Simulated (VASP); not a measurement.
Band structure of Sr5Mg (space group P-62m). Level of theory: PBEsol GGA, VASP's PBE PAW potentials (set 64) (plane waves; VASP).

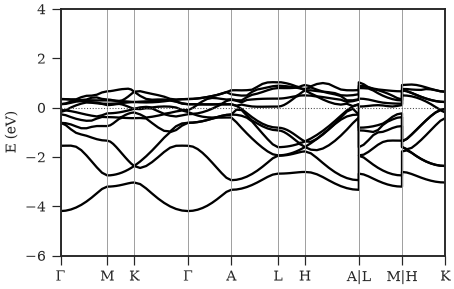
Figure: Bands along high-symmetry lines, zero at the valence-band maximum or, without a gap, the Fermi level

Q: Read the plot: is there a gap, and where are the band edges?

A: It has no gap at this level: it comes out as a metal or semimetal. (Edges off the drawn lines would not show.)

The structure comes from a computed database's Sr5Mg entry (P-62m); how it stands against other phases isn't given here. It was relaxed first, which changed the volume by -5 %.
